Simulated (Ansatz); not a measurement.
# InGe2 (built on the sites of a database entry of ScSi2): following an unstable mode, part 2 of 3

Aim: this structure of InGe2 (built on the sites of a database entry of ScSi2) is to be tested for unstable modes, and one is followed downhill.

Ansatz 0.2.0; DFT PBE, scalar-relativistic, plane waves, norm-conserving pseudopotentials.

So far. Step 4 (The mode frozen in, largest atomic shift 0.22 Å): The run ends at a pressure of -0.53 GPa, with forces up to 0.034 eV/Å. Step 5 (Energy along the mode, all amplitudes (two of the runs …): The lowest of the steps tried is at 0.22 Å, 6.08 meV/atom below the parent; the bottom of the well need not coincide with a step.

The structure was built from a prototype and need not be the compound's stable phase.

## (6) Relaxation from the frozen mode

Starting from the lowest point found, all atoms and the cell are let go, so that strain and other modes of the same symmetry can join in.

The input, input.yaml:

```yaml
crystal:
  lattice:
    - [4.4813099044, 3.7191e-06, 0.0]
    - [-2.240658173, 3.8809263599, 0.0]
    - [0.0, 0.0, 4.1789659809]
  atoms:
    - { symbol: In, position: [0.0, 0.0, 0.0] }
    - { symbol: Ge, position: [0.3333333333, 0.6666666667, 0.4473553982] }
    - { symbol: Ge, position: [0.6666666667, 0.3333333333, 0.5526446018] }
kpoints:
  mp_grid: { grid: [12, 12, 12] }
hamiltonian:
  xc: pbe
  pseudopotentials: { kind: nc }
scf:
  occupations: { method: methfessel_paxton, width: 0.2 }
output:
  forces: true
  stress: true
  eigenvalues: true
relax:
  adjacent_minimum: "off"
  f_tol: 0.002
  max_steps: 120
  cell: { stress_tol: 0.03 }
```

Command:

```bash
$ ansatz run input.yaml --threads 8 --pin off --max-ram 14336MiB --backend cpu --events-out ev --progress --plain --runs-dir out
```

Numbers of over 12 decimals in the logs are rounded to 6 here.

Log:

```text
[...]
Crystal: 3 atoms, lattice volume = 72.679 Å³
Basis set: ecut = 1061.244064 eV, 5705 PW (Γ), exchange–correlation on 96×96×90 points (8 copies of the dense FFT grid, shifted against one another)
Bands: 25, of which v1, the nominal top of the filled ones, is band 21 counted from 1 (20 counted from 0)
Symmetry: 12 space group operations
[...]
k-points: 193 of 1728
[...]
SCF iter   1: F=—  HF=-6668.082594 eV  |F-HF|=—  |Δ(HF+E_count)|=         —  Δρ=1.87e-2  dr2=2.11e-1  ethr=3.10e-3  ⟨swp⟩=5.7  Hψ=19686  notcnv=0
[...]
SCF iter   8: F=-6668.011733 eV  HF=-6668.011733 eV  |F-HF|=5.08e-9  |Δ(HF+E_count)|=   1.73e-8  S|Δr|=    0.00e0  Δρ=3.70e-6  dr2=1.87e-8  ethr=2.44e-10  ⟨swp⟩=10.8  Hψ=29903  notcnv=0
SCF 1 converged in 8 iterations: F = -6668.011733 eV  dr2 = 1.87e-8
relax step   1: F+E_penalty+E_count = -6668.01173310 eV  Δ(F+E_penalty+E_count) = +0.000e0 eV  max|allowed force component| = 3.428e-2 eV/Å  Δτ_max = 0.0000 Å  P = -0.534 GPa  Ω = 72.679 Å³  (8 SCF iters, dr2 threshold 1.00e-7 eV, accepted)
Crystal: 3 atoms, lattice volume = 72.053 Å³
Basis set: ecut = 1061.244064 eV, 5669 PW (Γ), exchange–correlation on 96×96×90 points (8 copies of the dense FFT grid, shifted against one another)
[...]
iter 1 solved again at ethr=5.38e-7 eV; its pass at ethr=3.10e-3 eV (dr2=2.20e-4 eV) is discarded
[...]
SCF iter   4: F=-6668.018016 eV  HF=-6668.018016 eV  |F-HF|=1.78e-8  |Δ(HF+E_count)|=   5.62e-7  S|Δr|=    0.00e0  Δρ=1.98e-5  dr2=2.64e-7  ethr=7.32e-10  ⟨swp⟩=8.8  Hψ=34083  notcnv=0
SCF 2 converged in 4 iterations: F = -6668.018016 eV  dr2 = 2.64e-7
relax step   2: F+E_penalty+E_count = -6668.01801587 eV  Δ(F+E_penalty+E_count) = -6.283e-3 eV  max|allowed force component| = 4.600e-2 eV/Å  Δτ_max = 0.0130 Å  P = +0.034 GPa  Ω = 72.053 Å³  energy of the carried Pulay correction = +9.170e-5 eV  (4 SCF iters, dr2 threshold 3.00e-7 eV, accepted)
Crystal: 3 atoms, lattice volume = 71.707 Å³
[...]
SCF iter   6: F=-6668.038181 eV  HF=-6668.038181 eV  |F-HF|=9.59e-9  |Δ(HF+E_count)|=   3.96e-8  S|Δr|=    0.00e0  Δρ=5.78e-6  dr2=4.66e-8  ethr=7.32e-10  ⟨swp⟩=9.4  Hψ=28505  notcnv=0
SCF 3 converged in 6 iterations: F = -6668.038181 eV  dr2 = 4.66e-8
relax step   3: F+E_penalty+E_count = -6668.03818121 eV  Δ(F+E_penalty+E_count) = -2.017e-2 eV  max|allowed force component| = 1.292e-1 eV/Å  Δτ_max = 0.0610 Å  P = +0.391 GPa  Ω = 71.707 Å³  energy of the carried Pulay correction = +1.426e-4 eV  (6 SCF iters, dr2 threshold 3.00e-7 eV, accepted)
[... from here on, the SCF cycles and remarks between the steps are left out ...]
relax step   4: F+E_penalty+E_count = -6668.18926262 eV  Δ(F+E_penalty+E_count) = -1.511e-1 eV  max|allowed force component| = 2.663e-1 eV/Å  Δτ_max = 0.1213 Å  P = -0.788 GPa  Ω = 71.098 Å³  energy of the carried Pulay correction = +2.331e-4 eV  (7 SCF iters, dr2 threshold 3.00e-7 eV, accepted)
relax step   5: F+E_penalty+E_count = -6668.26669476 eV  Δ(F+E_penalty+E_count) = -7.743e-2 eV  max|allowed force component| = 2.749e-1 eV/Å  Δτ_max = 0.0955 Å  P = -2.024 GPa  Ω = 69.453 Å³  energy of the carried Pulay correction = +4.811e-4 eV  (5 SCF iters, dr2 threshold 3.00e-7 eV, accepted)
relax step   6: F+E_penalty+E_count = -6668.28226249 eV  Δ(F+E_penalty+E_count) = -1.557e-2 eV  max|allowed force component| = 2.199e-2 eV/Å  Δτ_max = 0.0299 Å  P = -0.491 GPa  Ω = 68.825 Å³  energy of the carried Pulay correction = +5.772e-4 eV  (5 SCF iters, dr2 threshold 3.00e-7 eV, accepted)
relax step   7: F+E_penalty+E_count = -6668.28539865 eV  Δ(F+E_penalty+E_count) = -3.136e-3 eV  max|allowed force component| = 1.819e-2 eV/Å  Δτ_max = 0.0018 Å  P = -0.443 GPa  Ω = 68.631 Å³  energy of the carried Pulay correction = +6.072e-4 eV  (4 SCF iters, dr2 threshold 3.00e-7 eV, accepted)
relax step   8: F+E_penalty+E_count = -6668.28709982 eV  Δ(F+E_penalty+E_count) = -1.701e-3 eV  max|allowed force component| = 5.081e-3 eV/Å  Δτ_max = 0.0005 Å  P = +0.083 GPa  Ω = 67.924 Å³  energy of the carried Pulay correction = +7.168e-4 eV  (4 SCF iters, dr2 threshold 3.00e-7 eV, accepted)
relax step   9: F+E_penalty+E_count = -6668.28715113 eV  Δ(F+E_penalty+E_count) = -5.131e-5 eV  max|allowed force component| = 4.715e-5 eV/Å  Δτ_max = 0.0011 Å  P = -0.005 GPa  Ω = 68.055 Å³  energy of the carried Pulay correction = +6.964e-4 eV  (4 SCF iters, dr2 threshold 4.40e-8 eV, accepted)
relax step  10: F+E_penalty+E_count = -6668.32792677 eV  Δ(F+E_penalty+E_count) = -4.078e-2 eV  max|allowed force component| = 1.845e-4 eV/Å  Δτ_max = 0.0000 Å  P = +1.387 GPa  Ω = 68.055 Å³  stress off target by 3.83e0 GPa  SCF on the basis re-selected at this cell (its energy is not comparable with the rows above)  (7 SCF iters)
relax step  11: F+E_penalty+E_count = -6668.35491682 eV  Δ(F+E_penalty+E_count) = -2.699e-2 eV  max|allowed force component| = 4.892e-3 eV/Å  Δτ_max = 0.0100 Å  P = +1.010 GPa  Ω = 68.836 Å³  energy of the carried Pulay correction = -1.194e-4 eV  (5 SCF iters, dr2 threshold 3.00e-7 eV, accepted)
relax step  12: F+E_penalty+E_count = -6668.38759044 eV  Δ(F+E_penalty+E_count) = -3.267e-2 eV  max|allowed force component| = 3.361e-2 eV/Å  Δτ_max = 0.0236 Å  P = +0.156 GPa  Ω = 70.518 Å³  energy of the carried Pulay correction = -3.716e-4 eV  (6 SCF iters, dr2 threshold 3.00e-7 eV, accepted)
relax step  13: F+E_penalty+E_count = -6668.38912371 eV  Δ(F+E_penalty+E_count) = -1.533e-3 eV  max|allowed force component| = 2.338e-2 eV/Å  Δτ_max = 0.0017 Å  P = -0.060 GPa  Ω = 70.734 Å³  energy of the carried Pulay correction = -4.019e-4 eV  (4 SCF iters, dr2 threshold 3.00e-7 eV, accepted)
relax step  14: F+E_penalty+E_count = -6668.38940257 eV  Δ(F+E_penalty+E_count) = -2.789e-4 eV  max|allowed force component| = 7.523e-3 eV/Å  Δτ_max = 0.0047 Å  P = -0.020 GPa  Ω = 70.596 Å³  energy of the carried Pulay correction = -3.815e-4 eV  (4 SCF iters, dr2 threshold 1.22e-7 eV, accepted)
relax step  15: F+E_penalty+E_count = -6668.38941199 eV  Δ(F+E_penalty+E_count) = -9.416e-6 eV  max|allowed force component| = 4.780e-4 eV/Å  Δτ_max = 0.0009 Å  P = +0.005 GPa  Ω = 70.587 Å³  energy of the carried Pulay correction = -3.802e-4 eV  (4 SCF iters, dr2 threshold 3.54e-9 eV, accepted)
relax step  16: F+E_penalty+E_count = -6668.39650013 eV  Δ(F+E_penalty+E_count) = -7.088e-3 eV  max|allowed force component| = 3.715e-4 eV/Å  Δτ_max = 0.0000 Å  P = +0.330 GPa  Ω = 70.587 Å³  stress off target by 8.25e-1 GPa  SCF on the basis re-selected at this cell (its energy is not comparable with the rows above)  (6 SCF iters)
relax step  17: F+E_penalty+E_count = -6668.39871348 eV  Δ(F+E_penalty+E_count) = -2.213e-3 eV  max|allowed force component| = 1.775e-3 eV/Å  Δτ_max = 0.0038 Å  P = +0.090 GPa  Ω = 71.075 Å³  energy of the carried Pulay correction = -7.953e-5 eV  (4 SCF iters, dr2 threshold 3.00e-7 eV, accepted)
relax step  18: F+E_penalty+E_count = -6668.39899940 eV  Δ(F+E_penalty+E_count) = -2.859e-4 eV  max|allowed force component| = 9.524e-3 eV/Å  Δτ_max = 0.0009 Å  P = -0.078 GPa  Ω = 71.375 Å³  energy of the carried Pulay correction = -1.345e-4 eV  (4 SCF iters, dr2 threshold 2.17e-7 eV, accepted)
relax step  19: F+E_penalty+E_count = -6668.39905182 eV  Δ(F+E_penalty+E_count) = -5.242e-5 eV  max|allowed force component| = 2.052e-4 eV/Å  Δτ_max = 0.0004 Å  P = +0.014 GPa  Ω = 71.254 Å³  energy of the carried Pulay correction = -1.114e-4 eV  (4 SCF iters, dr2 threshold 1.81e-8 eV, accepted)
relax step  20: F+E_penalty+E_count = -6668.39924136 eV  Δ(F+E_penalty+E_count) = -1.895e-4 eV  max|allowed force component| = 2.107e-4 eV/Å  Δτ_max = 0.0000 Å  P = +0.021 GPa  Ω = 71.254 Å³  stress off target by 3.16e-2 GPa  SCF on the basis re-selected at this cell (its energy is not comparable with the rows above)  (5 SCF iters)
relax step  21: F+E_penalty+E_count = -6668.39923900 eV  Δ(F+E_penalty+E_count) = +2.358e-6 eV  max|allowed force component| = 3.378e-5 eV/Å  Δτ_max = 0.0002 Å  P = +0.000 GPa  Ω = 71.293 Å³  energy of the carried Pulay correction = -5.908e-6 eV  (4 SCF iters, dr2 threshold 2.49e-9 eV, accepted)
[...]
SCF iter   1: F=—  HF=-6668.399413 eV  |F-HF|=—  |Δ(HF+E_count)|=         —  Δρ=1.56e-6  dr2=3.30e-10  ethr=9.41e-8  ⟨swp⟩=5.8  Hψ=44225  notcnv=0
eigensolver tolerance schedule: the retry pair's looser diagonalisation over-reported the residual by 116915.84 of it (diagonalisation noise at an unbounded share of the residual, at the tolerance the schedule requests for it); recorded, not acted on — ethr = c·dr2/N_el stays at c = 1.0e-1
[...]
SCF iter   2: F=—  HF=-6668.399245 eV  |F-HF|=—  |Δ(HF+E_count)|=   1.68e-4  S|Δr|=    0.00e0  Δρ=9.57e-7  dr2=2.54e-10  ethr=1.00e-12  ⟨swp⟩=6.2  Hψ=19908  notcnv=0
[...]
SCF iter   5: F=-6668.399245 eV  HF=-6668.399245 eV  |F-HF|=1.82e-12  |Δ(HF+E_count)|=  4.55e-12  S|Δr|=    0.00e0  Δρ=4.41e-8  dr2=1.80e-12  ethr=1.00e-12  ⟨swp⟩=11.3  Hψ=32010  notcnv=0
SCF 22 converged in 5 iterations: F = -6668.399245 eV  dr2 = 1.80e-12
relax step  22: F+E_penalty+E_count = -6668.39924523 eV  Δ(F+E_penalty+E_count) = -6.234e-6 eV  max|allowed force component| = 3.404e-5 eV/Å  Δτ_max = 0.0000 Å  P = +0.001 GPa  Ω = 71.293 Å³  stress off target by 9.46e-4 GPa  SCF on the basis re-selected at this cell (its energy is not comparable with the rows above)  (5 SCF iters)
[...]
SCF converged after 5 iterations
[...]
Free energy (F): -6668.399245 eV
[...]
Internal energy: -6668.400117 eV  (E = F + TS)
E sigma→0 (E₀):  -6668.399463 eV
Entropy (-TS):   0.000871 eV (0.290 meV/atom)
Fermi energy:    9.749479 eV
[...]
--- Forces (eV/Å), atoms counted from 1 ---
  atom   1  In    -0.00000000    -0.00000000     0.00000000
  atom   2  Ge     0.00000000    -0.00000000     0.00003404
  atom   3  Ge    -0.00000000     0.00000000    -0.00003404
  max |Σ_I F_I| component: 4.63e-18 eV/Å
--- Stress (GPa, compression-positive) ---
        0.000319       0.000000       0.000000
        0.000000       0.000319       0.000000
        0.000000       0.000000       0.000946
  P = ⅓ Tr σ = 0.0005 GPa (0.005 kbar)
--- Band table (eV; the first three rows and the last of 193) ---
  k-point 0: bands = [... 17 lower, 4.8612, 9.6245, 9.6245, 10.7850, 11.9664, 11.9664, 13.9495, 16.9867]
  k-point 1: bands = [... 17 lower, 5.4932, 9.6255, 9.6255, 10.7982, 12.0098, 12.0098, 13.9129, 16.7659]
  k-point 2: bands = [... 17 lower, 6.3702, 9.6283, 9.6283, 10.8321, 12.1374, 12.1374, 13.7997, 16.2588]
  k-point 192: bands = [... 17 lower, 5.4846, 5.5682, 6.7286, 6.7286, 14.9129, 15.1513, 15.1513, 15.5912]
--- Relaxed structure (18 steps of the walk, 18 accepted, 4 SCFs on fresh bases) ---
  F+E_penalty+E_count = -6668.39924523 eV   max|allowed force component| = 3.404e-5 eV/Å   (the final SCF, on the basis selected at the relaxed cell)
  cell:  # Å, volume = 71.2930 Å³
    - [4.004810, 3.323627984511941e-6, 0]
    - [-2.002408, 3.468265, 1.7509074507365474e-17]
    - [0, 1.8853692360670778e-17, 5.132775]
  atoms:
    - { symbol: In, position: [0, 0, 2.9403504784827336e-19] }
    - { symbol: Ge, position: [0.333333, 0.666667, 0.394545] }
    - { symbol: Ge, position: [0.666667, 0.333333, 0.605455] }
```

Elapsed: 2.3 min, on 8 threads of Arm Neoverse V2, shared host; peak memory 1.3 GiB.

The steps of the relaxation:

```tsv
step	energy less that of the first step (eV)	largest force component (eV/Å)	pressure (GPa)	volume (Å³)
1	0.0000	0.0343	-0.53	72.68
2	-0.0063	0.0460	0.03	72.05
3	-0.0264	0.1292	0.39	71.71
4	-0.1775	0.2663	-0.79	71.10
5	-0.2550	0.2749	-2.02	69.45
6	-0.2705	0.0220	-0.49	68.83
7	-0.2737	0.0182	-0.44	68.63
8	-0.2754	0.0051	0.08	67.92
9	-0.2754	0.0000	-0.01	68.05
10*	-0.3162	0.0002	1.39	68.05
11	-0.3432	0.0049	1.01	68.84
12	-0.3759	0.0336	0.16	70.52
13	-0.3774	0.0234	-0.06	70.73
14	-0.3777	0.0075	-0.02	70.60
15	-0.3777	0.0005	0.00	70.59
16*	-0.3848	0.0004	0.33	70.59
17	-0.3870	0.0018	0.09	71.08
18	-0.3873	0.0095	-0.08	71.37
19	-0.3873	0.0002	0.01	71.25
20*	-0.3875	0.0002	0.02	71.25
21	-0.3875	0.0000	0.00	71.29
22*	-0.3875	0.0000	0.00	71.29
```

Relaxation steps marked * repeat the geometry before them on a plane-wave basis chosen anew for their cell, so energy and pressure can jump there.

The run keeps the 12 symmetry operations that it works with, so distortions that break them were not tested.

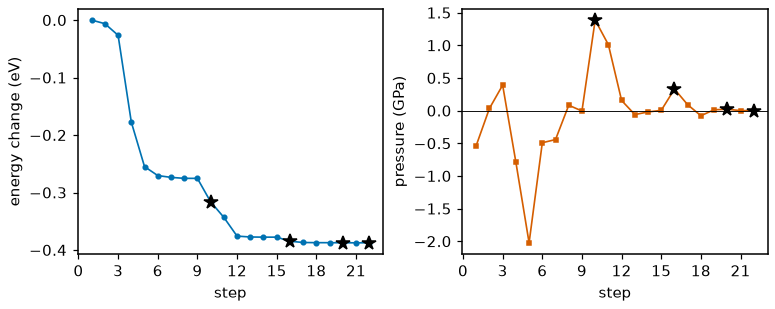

Energy and pressure along the relaxation. Stars mark steps on a basis chosen anew.

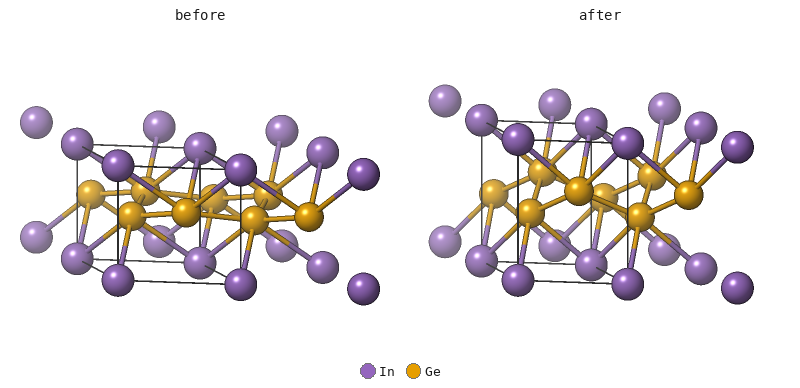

The structure before and after the relaxation, drawn at the same scale. Bonds to atoms that aren't drawn are left out.

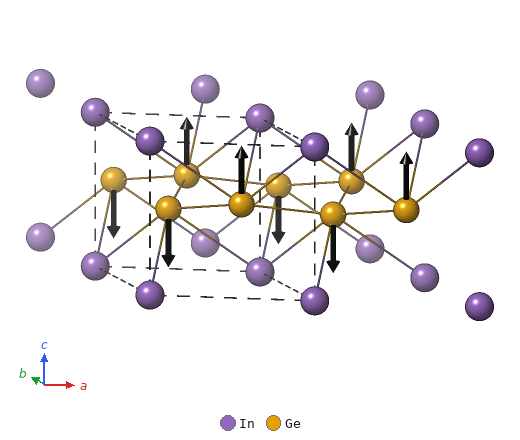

Displacements in the relaxation, exaggerated, measured against the changing cell; the longest in the cell stands for 0.27 Å. Bonds to atoms that aren't drawn are left out. 2×2×1 cells are drawn. Some periodic images of atoms are drawn too.

```tsv
cell as run	before	after	change
a (Å)	4.481	4.005	-10.6 %
b (Å)	4.481	4.005	-10.6 %
c (Å)	4.179	5.133	+22.8 %
volume (Å³/atom)	24.23	23.76	-1.9 %
```

The atoms that moved most (Å, as changes of fractional coordinates times the final cell):

```tsv
atom	dx	dy	dz	length
Ge2	0.000	0.000	-0.271	0.271
Ge3	0.000	0.000	0.271	0.271
```

The relaxed structure:

```
In Ge
1.0
     4.00481    0.00000    0.00000
    -2.00241    3.46827    0.00000
     0.00000    0.00000    5.13278
In Ge
1 2
Cartesian
  0.0000 0.0000 0.0000
  0.0000 2.3122 2.0251
  2.0024 1.1561 3.1077
```

This step gave:

- pressure: 5.28e-4 GPa
- volume per atom: 23.76 Å³

The distorted start has space group P-3m1; the relaxation ends in P-3m1.

## (7) The new phase in its own primitive cell

The relaxed structure is symmetrised, reduced to its primitive cell and relaxed tightly, as its phonons need.

input.yaml, the sections that differ from step 6:

```yaml
crystal:
  lattice:
    - [4.0048097967, 0.0, 0.0]
    - [-2.0024048983, 3.4682670212, 0.0]
    - [0.0, 0.0, 5.1327753193]
  atoms:
    - { symbol: In, position: [0.0, 0.0, 0.0] }
    - { symbol: Ge, position: [0.3333333333, 0.6666666667, 0.3945449319] }
    - { symbol: Ge, position: [0.6666666667, 0.3333333333, 0.6054550681] }
kpoints:
  mp_grid: { grid: [12, 12, 8] }
relax:
  adjacent_minimum: "off"
  f_tol: 0.001
  max_steps: 60
  cell: { stress_tol: 0.01 }
# hamiltonian, scf, output: as in step 6
```

Log:

```text
[...]
Crystal: 3 atoms, lattice volume = 71.293 Å³
Basis set: ecut = 1061.244064 eV, 5631 PW (Γ), exchange–correlation on 90×90×120 points (8 copies of the dense FFT grid, shifted against one another)
Bands: 25, of which v1, the nominal top of the filled ones, is band 21 counted from 1 (20 counted from 0)
Symmetry: 12 space group operations
[...]
k-points: 131 of 1152
[...]
--- Relaxed structure (3 steps of the walk, 3 accepted, 1 SCFs on fresh bases) ---
[...]
cell:  # Å, volume = 71.4088 Å³
    - [4.007940, -2.8890238792351347e-11, 4.3245237880460903e-19]
    - [-2.003970, 3.470978, -3.243392841036822e-19]
    - [5.542537622003268e-19, -1.599992794075209e-19, 5.133087]
  atoms:
    - { symbol: In, position: [0, 0, 0] }
    - { symbol: Ge, position: [0.333333, 0.666667, 0.395023] }
    - { symbol: Ge, position: [0.666667, 0.333333, 0.604977] }
[key lines of the parts left out:]
SCF converged after 6 iterations
Free energy (F): -6668.396386 eV
Fermi energy:    9.724226 eV
P = ⅓ Tr σ = 0.0012 GPa (0.012 kbar)
```

The job ended after 18 s (8 threads; peak memory 1 GiB; 2.3 min of CPU time).

Little changed from the start: no atom moved by 0.005 Å and no cell edge by 0.1 %.

This step gave:

| Quantity | Value |
| --- | --- |
| pressure | 0.001164 GPa |
| volume per atom | 23.80 Å³ |

The largest force component left is 0.38 meV/Å and the pressure is 0.001 GPa, within the tolerances set. The cell now holds 23.80 Å³/atom.

(Continued in part 3 of 3.)

[Logs are printed without paths, hosts, clocks, repeated set-up lines and the standing remarks that a program may print on its own settings, such as how far it seeks lower states.]

[Hosts, paths, dates, database ids (printed as entryN), source tags and the programs' standing remarks are cut or masked in the printed files.]
